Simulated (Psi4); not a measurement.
**HNO2 (nitrous acid) at LC-VV10/6-311+G(d,p)**

Aim: the electrostatic solvation energy at fixed shape (ddCOSMO, chloroform) of HNO2 (nitrous acid) at LC-VV10/6-311+G**, from 2 runs. 

The results are computed with Psi4 1.11.

2 further runs of the same task are left out: 1 that didn't finish, 1 set aside as unsound or not needed.

**1. Starting point**

HNO2 has 4 atoms, charge 0, and is taken as a singlet. SMILES: `O=NO`. Geometry: relaxed at GFN2-xTB.

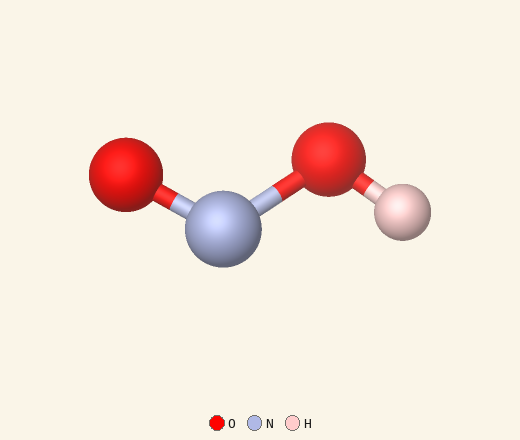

Viewed from a chosen angle; oxygen red, nitrogen light blue, hydrogen pink.

**2. The energy at LC-VV10/6-311+G(d,p)**

job.dat reads:

```
memory 1600 mb

molecule {
  0 1
  O
  N 1 1.181176
  O 2 1.392495 1 113.68692
  H 3 0.967983 2 106.86996 1 -179.98808
  symmetry c1
}

set globals {
  reference rks
  scf_type pk
}

e_tot = energy('lc-vv10/6-311+G**')
print_variables()
```

Command:

```sh
$ psi4 job.dat job.out -n 1
```

job.out:

```text
[...]
  Running in c1 symmetry.
[...]
  Nuclear repulsion =   69.815421861391286
[...]
  Multiplicity = 1
[...]
  Nalpha       = 12
  Nbeta        = 12
[...]
    Number of basis functions: 72
[...]
   @RKS iter   1:  -205.42193206915141   -5.38172e-01   7.90301e-03 DIIS/ADIIS
[...]
   @RKS iter   9:  -205.53272374081251   -1.85488e-07   6.74709e-07 DIIS
[...]
    Orbital Energies [Eh]
    ---------------------
    Doubly Occupied:
       1A    -19.075618     2A    -19.068767     3A    -14.426360
       4A     -1.400381     5A     -1.235879     6A     -0.856739
       7A     -0.726214     8A     -0.664738     9A     -0.662518
      10A     -0.561227    11A     -0.495154    12A     -0.415802
[...]
  @RKS Final Energy:  -205.53272374081251
   => Energetics <=
    Nuclear Repulsion Energy =             69.8154218613912860
    One-Electron Energy =                -419.5535581136165320
    Two-Electron Energy =                 162.8849378329984177
    DFT Exchange-Correlation Energy =     -18.7718122444978803
    Empirical Dispersion Energy =           0.0000000000000000
    VV10 Nonlocal Energy =                  0.0922869229121608
    Total Energy =                       -205.5327237408125143
[...]
 Multipole Moments:
 ------------------------------------------------------------------------------------
     Multipole            Electronic (a.u.)      Nuclear  (a.u.)        Total (a.u.)
 ------------------------------------------------------------------------------------
 L = 1.  Multiply by 2.5417464519 to convert [e a0] to [Debye]
 Dipole X            :          0.0000363           -0.0001768           -0.0001405
 Dipole Y            :          0.6091994           -0.6606345           -0.0514352
 Dipole Z            :         -0.6184272            1.5914845            0.9730573
 Magnitude           :                                                    0.9744158
[...]
```

Run time: 17 s. Hardware: 1 thread of Intel Xeon 6975P-C (Granite Rapids), shared host; peak memory 0.45 GiB.

**3. A single-point energy at LC-VV10/6-311+G(d,p) (ddCOSMO chloroform)**

hno2.inp reads:

```
memory 1600 mb

molecule {
  0 1
  O      0.80256669     0.08634159     2.78037294
  N      0.60340845    -0.77747112     0.73185313
  O     -0.67514245     0.78595599    -0.95499199
  H     -0.73081378    -0.09482646    -2.55723408
  units au
  symmetry c1
}

set {
  scf_type      pk
  ddx           true
  ddx_model     cosmo
  ddx_solvent   chloroform
  ddx_radii_set bondi
}

e, wfn = energy("lc-vv10/6-311+G**", return_wfn=True)
```

Command:

```sh
$ psi4 -n 1 hno2.inp hno2.out
```

hno2.out:

```text
[...]
  Running in c1 symmetry.
[...]
  Nuclear repulsion =   69.815417200840855
[...]
  Multiplicity = 1
[...]
  Nalpha       = 12
  Nbeta        = 12
[...]
    Number of basis functions: 72
[...]
   @RKS iter   1:  -205.43305709192256   -5.49146e-01   7.77535e-03 DIIS/ADIIS
[...]
   @RKS iter   9:  -205.53944221757729   -1.81477e-07   6.33261e-07 DIIS
[...]
    Orbital Energies [Eh]
    ---------------------
    Doubly Occupied:
       1A    -19.076892     2A    -19.066163     3A    -14.427592
       4A     -1.401271     5A     -1.232703     6A     -0.854864
       7A     -0.726685     8A     -0.664986     9A     -0.664007
      10A     -0.561501    11A     -0.493763    12A     -0.417744
[...]
  @RKS Final Energy:  -205.53944221757729
   => Energetics <=
    Nuclear Repulsion Energy =             69.8154172008408551
    One-Electron Energy =                -419.5735255380405988
    Two-Electron Energy =                 162.9054206044776265
    DFT Exchange-Correlation Energy =     -18.7715407722306971
    Empirical Dispersion Energy =           0.0000000000000000
    VV10 Nonlocal Energy =                  0.0922784030805115
    DD Solvation Energy =                 -0.0074921157049679
    Total Energy =                       -205.5394422175772888
[...]
 Multipole Moments:
 ------------------------------------------------------------------------------------
     Multipole            Electronic (a.u.)      Nuclear  (a.u.)        Total (a.u.)
 ------------------------------------------------------------------------------------
 L = 1.  Multiply by 2.5417464519 to convert [e a0] to [Debye]
 Dipole X            :          0.3277396           -0.4668098           -0.1390703
 Dipole Y            :         -0.3070689           -0.0751991           -0.3822679
 Dipole Z            :          0.5836542           -1.6570138           -1.0733597
 Magnitude           :                                                    1.1478546
[...]
```

Run time: 19 s. Hardware: 1 thread of Intel Xeon 6975P-C (Granite Rapids), shared host; peak memory 0.46 GiB.

**4. Outcome**

At LC-VV10/6-311+G**:

```
                                        quantity          value
                         gas phase: total energy  -205.53272 Eh
                        gas phase: dipole moment         2.48 D
                          gas phase: HOMO energy      -11.31 eV
                          gas phase: LUMO energy        0.37 eV
                        gas phase: HOMO–LUMO gap       11.68 eV
               ddCOSMO, chloroform: total energy  -205.53944 Eh
              ddCOSMO, chloroform: dipole moment         2.92 D
                ddCOSMO, chloroform: HOMO energy      -11.37 eV
                ddCOSMO, chloroform: LUMO energy        0.34 eV
              ddCOSMO, chloroform: HOMO–LUMO gap       11.71 eV
 ddCOSMO, chloroform: solvent term in the energy   -19.7 kJ/mol
energy change from gas to solvent at fixed shape      -0.183 eV
```

The solvent model (ddCOSMO, chloroform) lowers the energy by 0.18 eV (−4.2 kcal/mol) at the same shape. It holds the electrostatic part alone, without cavity or dispersion terms.
